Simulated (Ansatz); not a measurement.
Frequency calculation of CH7AlS

- system: CH7AlS
- method: RKS PBE0/def2-SVP (Ansatz 0.2.0)

It belongs to a series of runs on one base structure; here: vibrations at the highest image of the band.

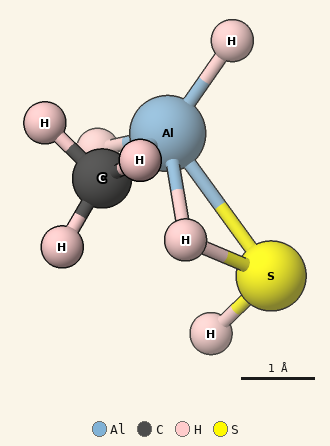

*The structure (ball-and-stick view, seen at a tilt). Sticks mark near contacts.*

Bond lengths as drawn: Al–C 2.09 Å, Al–H 1.59 to 1.87 Å, Al–S 2.44 Å, C–H 1.10 to 1.11 Å and H–S 1.35 to 1.58 Å.

### Input file
```yaml
crystal:
  periodic: [false, false, false]
  atoms:
    - { symbol: Al, position_ang: [0.140091, -0.339609, 0.121122] }
    - { symbol: C, position_ang: [-0.054789, -0.088059, 2.187069] }
    - { symbol: H, position_ang: [-0.945487, -0.347702, 2.781545] }
    - { symbol: H, position_ang: [0.845024, -0.275518, 2.7927] }
    - { symbol: H, position_ang: [-0.120513, 1.009935, 2.04665] }
    - { symbol: H, position_ang: [1.646909, -0.08292, -0.301065] }
    - { symbol: H, position_ang: [-1.152025, 0.179276, -0.643709] }
    - { symbol: S, position_ang: [-0.127431, -2.727849, 0.529737] }
    - { symbol: H, position_ang: [-1.471669, -2.69869, 0.386778] }
    - { symbol: H, position_ang: [-0.153209, -1.517061, 1.543576] }
basis:
  gaussian: { orbitals: def2-SVP }
hamiltonian:
  xc: pbe0
phonons: {}
```

Run on 2 threads of Arm Neoverse V2, 24 GiB of memory available, shared host.

Launched with:
```bash
ansatz run input.yaml --threads 2 --pin off --max-ram 3072MiB --backend cpu --events-out ev --progress --plain --runs-dir out
```

### The program's output
```
Engine: ansatz 0.2.0, aarch64-unknown-linux-gnu
Functional definition: PBE0
  parameter a = 0.25
  parameter kappa = 0.804
  parameter beta = 0.06672455060314922
  exchange = (1 - a)*pbe_x(kappa = kappa, mu = beta*pi^2/3) + a*exact_x
  correlation = pbe_c(beta = beta)
894 factors; integrals over basis functions are off by at most 3.4e-4 eV
mean field evaluation 1: about -18563.8012 eV, gradient 4.1e1 eV
mean field evaluation 2: about -18561.4695 eV, gradient 4.8e1 eV
mean field evaluation 4: about -18568.0809 eV, gradient 1.8e0 eV
mean field evaluation 8: about -18568.1006 eV, gradient 3.0e-2 eV
mean field -18568.10062583 eV, -682.3651120885 hartree, gradient 1.7e-5 eV, S^2 0.000000; 0 other end points of the search recorded, 0 dependent functions left out
the calculation of the forces begins
reference -18568.10065445 eV, -682.3651131405 hartree; 21, 21 occupied and 64, 64 virtual orbitals, 894 factors
these checks for a lower state are left out or cut short: stability, starts, cluster_reference, orbital_swaps, neighbouring_geometries, increment
894 factors; integrals over basis functions are off by at most 3.4e-4 eV
mean field evaluation 16: about -18568.0906 eV, gradient 1.1e-1 eV
mean field -18568.10051816 eV, -682.3651081319 hartree, gradient 1.5e-6 eV, S^2 0.000000; 0 other end points of the search recorded, 0 dependent functions left out
[... from here on the field's lines of each further geometry are left out, up to the last ...]
the calculation of the forces begins
reference -18568.10060675 eV, -682.3651113873 hartree; 21, 21 occupied and 64, 64 virtual orbitals, 894 factors
these checks for a lower state are left out or cut short: stability, starts, cluster_reference, orbital_swaps, neighbouring_geometries, increment
894 factors; integrals over basis functions are off by at most 3.4e-4 eV
mean field -18568.10062689 eV, -682.3651121275 hartree, gradient 1.3e-6 eV, S^2 0.000000; 0 other end points of the search recorded, 0 dependent functions left out
the calculation of the forces begins
reference -18568.10065551 eV, -682.3651131794 hartree; 21, 21 occupied and 64, 64 virtual orbitals, 894 factors
WARN: phonons: modes at or below zero, which the zero-point energy, F, S and C_V leave out: 1, the lowest at -987.28 cm⁻¹. A minimum has none, and a first-order saddle one
Total energy: -18568.10065445 eV, -682.3651131405 hartree
Atom 0 at     0.140091    -0.339609     0.121122 Å, force    -0.012344     0.021088     0.006869 eV/Å
Atom 1 at    -0.054789    -0.088059     2.187069 Å, force    -0.002311    -0.038172    -0.003664 eV/Å
Atom 2 at    -0.945487    -0.347702     2.781545 Å, force    -0.005697     0.011536    -0.007240 eV/Å
Atom 3 at     0.845024    -0.275518     2.792700 Å, force     0.000436     0.011825     0.000642 eV/Å
Atom 4 at    -0.120513     1.009935     2.046650 Å, force     0.007925     0.014977     0.002261 eV/Å
Atom 5 at     1.646909    -0.082920    -0.301065 Å, force    -0.000318    -0.003861    -0.000863 eV/Å
Atom 6 at    -1.152025     0.179276    -0.643709 Å, force     0.003967    -0.004154     0.001537 eV/Å
Atom 7 at    -0.127431    -2.727849     0.529737 Å, force    -0.011942     0.006703     0.008044 eV/Å
Atom 8 at    -1.471669    -2.698690     0.386778 Å, force     0.013153     0.001285     0.002178 eV/Å
Atom 9 at    -0.153209    -1.517061     1.543576 Å, force     0.007132    -0.021228    -0.009763 eV/Å
Dipole moment:    -0.242531    -0.032029     0.288718 e Å
Vibrations: -987.28 76.24 272.79 289.09 365.84 379.19 460.65 510.17 597.04 701.54 708.72 730.24 795.13 1154.21 1216.06 1418.20 1427.26 1509.78 1930.65 1947.95 2712.51 3018.88 3116.18 3169.20 cm⁻¹, zero-point energy 1.767240 eV
```

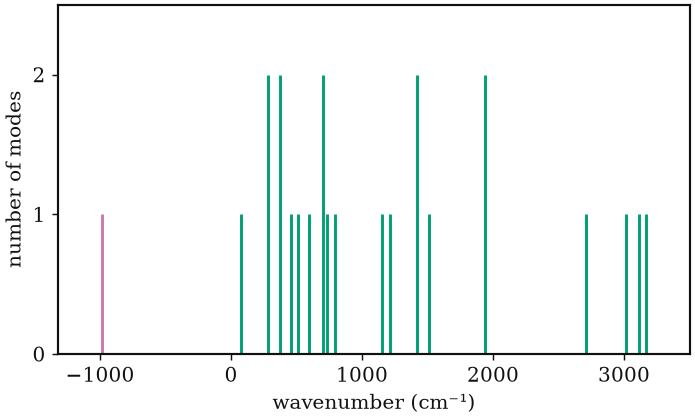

*Harmonic vibrational wavenumbers from the force constants; neighbouring modes closer than 19 cm⁻¹ are counted in one stick, and imaginary ones are drawn at negative wavenumbers.*

24 modes from 987i to 3169 cm⁻¹, 1 imaginary beyond 8i (987i cm⁻¹): a first-order saddle point, if the geometry is stationary.

### Summary

| quantity | value |
| --- | --- |
| outcome | converged |
| total energy | −18568.1007 eV |
| mean-field energy | −18568.1007 eV |
| largest force (length of the vector) | 0.038 eV/Å |
| wall time | 58 s (CPU time 1.8 min) |
| peak memory | 0.16 GiB |
